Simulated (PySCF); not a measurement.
SbH2Me (CH5Sb).

PySCF calculation, BP86/def2-SVPD, gas phase; geometry: GFN2-xTB. Core potentials replace the inner electrons of Sb; spin–orbit coupling isn't included. No frequency check shows the geometry to be a minimum. GFN2-xTB bond lengths at metals and heavier atoms can be off by up to 0.1 Å and shapes distorted, which carries into these values.

Geometry (Å), atoms numbered from 1:

```
Sb1     -0.3278    0.0478    0.0008
H2      -0.4264   -1.1447   -1.2028
H3      -0.4273   -1.1820    1.1662
C4       1.8298   -0.0112   -0.0001
H5       2.2061    0.4826   -0.8887
H6       2.1787   -1.0369    0.0150
H7       2.2075    0.5090    0.8728
```

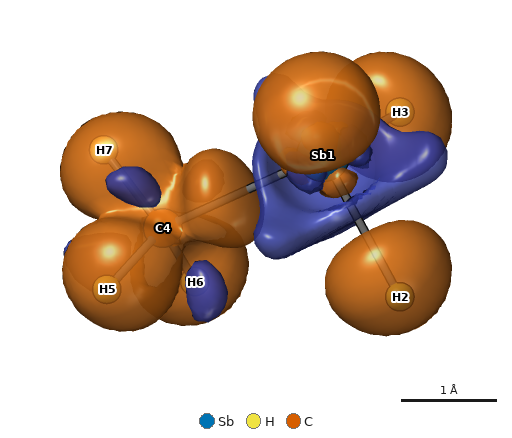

Deformation density (molecule less spherical, spin-averaged free atoms at the same positions), surfaces at ±0.05 e/Å³; orange: gain, blue: loss.

Question: How much density has each bond gained at its critical point, relative to the free atoms?

Answer: C4–H6: +0.64 e/Å³ at the bond critical point (bond length 1.08 Å). C4–H7 and C4–H5: +0.64 e/Å³ at the bond critical point (bond length 1.08 Å). Sb1–H2 and Sb1–H3: +0.15 e/Å³ at the bond critical point (bond length 1.70 Å). Sb1–C4: +0.10 e/Å³ at the bond critical point (bond length 2.16 Å). In all, 1.3 electrons gather in the regions of gain relative to the promolecule. A small or negative value marks a very polar bond, one between electron-rich atoms, whose free-atom densities already overlap strongly, a long bond to a heavier atom, or a closed-shell contact such as a hydrogen bond.

Question: Where do the Hirshfeld charges lie?

Answer: The highest Hirshfeld charge is on Sb1 (+0.22 e), the lowest on C4 (−0.17 e).

| atom | charge (e) |
| --- | --- |
| Sb1 | +0.22 |
| H2 | −0.07 |
| H3 | −0.07 |
| C4 | −0.17 |
| H5 | +0.03 |
| H6 | +0.04 |
| H7 | +0.03 |
